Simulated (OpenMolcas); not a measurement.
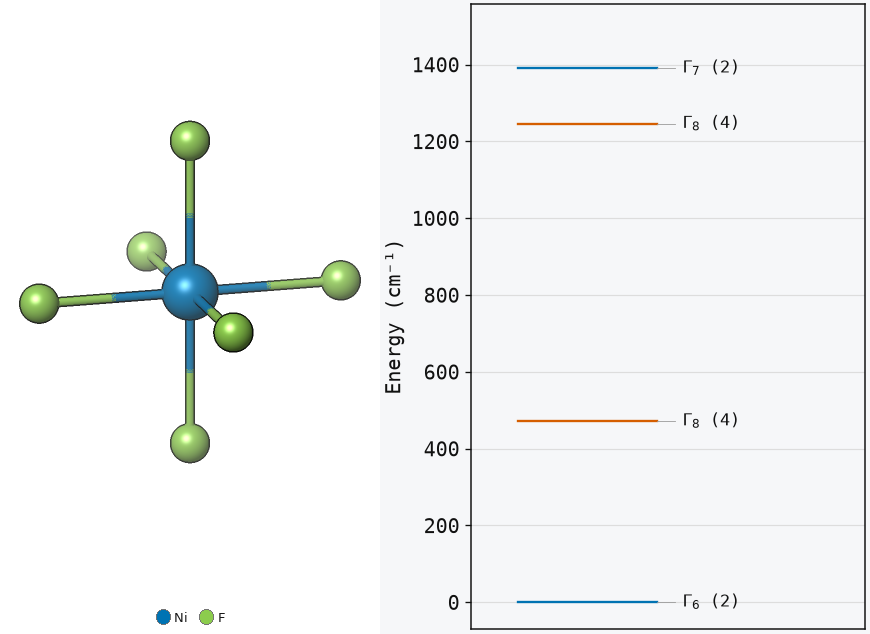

Ni³⁺ (3d⁷) as a dopant in KZnF₃, a cluster with its 6 nearest F⁻ at 1.951 Å (octahedron) embedded in model potentials and point charges; the geometry was set, not optimised, and its levels. Labels give the representation in O, Td, D4 or D3 as the site allows (double group for half-integer spin) where it could be assigned and, in brackets, the degeneracy; spin-free states, where drawn, share the zero of the spin-orbit levels. Computed with OpenMolcas: state-averaged CASSCF, active space 7 electrons in the shell 3d, basis ANO-RCC-VTZP on the metal and ANO-RCC-VDZP on the ligands, DKH2 scalar Hamiltonian, spin-orbit coupling by RASSI with atomic mean-field integrals.

> Describe the ground state and the low levels.

The ground level is Γ₆, a Kramers doublet, 100 % from states of spin multiplicity 4. Its principal g values are 4.43, 4.43 and 4.43, isotropic. The next level lies at 472 cm⁻¹ (Γ₈). The active orbitals hold 91 to 98 % metal character (Löwdin), and the Mulliken charge of the metal is +2.03.

Note: small active space favours high spin, ground spin may be wrong; the geometry is set by hand, with no relaxation and no charge compensation.
